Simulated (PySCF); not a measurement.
# C6H7GeP: the cost of one run

Programs: PySCF 2.14.0, with routines of our own; each step states its level. All values are computed. Atoms count from 0.

## Step 1: The starting structure

15 atoms, charge 0, multiplicity 1; geometry from: GFN2-xTB.

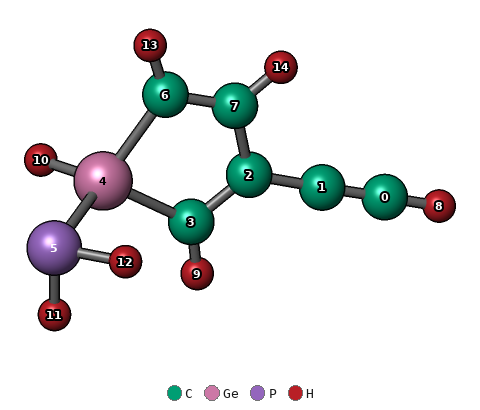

The starting geometry (carbon teal, germanium pink, phosphorus purple, hydrogen red).

## Step 2: Magnetic properties: GIAO HF/pcSseg-1

Job settings and geometry (Å):

```
{"job": {"kind": "mag", "xc": "HF", "basis": "pcSseg-1", "isotopologues": 2}, "charge": 0, "multiplicity": 1}
C     -3.362402     1.222562     0.646606
C     -2.299024     0.758311     0.335288
C     -1.056939     0.186145    -0.015773
C     -0.057798     0.866889    -0.608583
Ge     1.463082    -0.346465    -0.849673
P      3.411433     0.111669     0.319585
C      0.339754    -1.760059    -0.081976
C     -0.837069    -1.237728     0.265592
H     -4.288475     1.637683     0.912418
H     -0.142028     1.913852    -0.847969
H      1.782022    -0.592823    -2.313442
H      3.402900     1.442747    -0.077579
H      2.697402     0.396197     1.476795
H      0.581180    -2.796264     0.084292
H     -1.638453    -1.794726     0.732507
```

Method: GIAO HF/pcSseg-1 magnetisability, rotational g tensor and spin-rotation constants, non-relativistic, gas phase.

Command:

```console
$ OMP_NUM_THREADS=1 python excited_run.py task.json out
```

One launch serves the whole session: the jobs run in the order shown.

**Question.** How long does this first job take on 1 thread of Arm Neoverse N1, shared host, and how much memory does it need?

About 45 s, with a peak of 0.99 GiB.
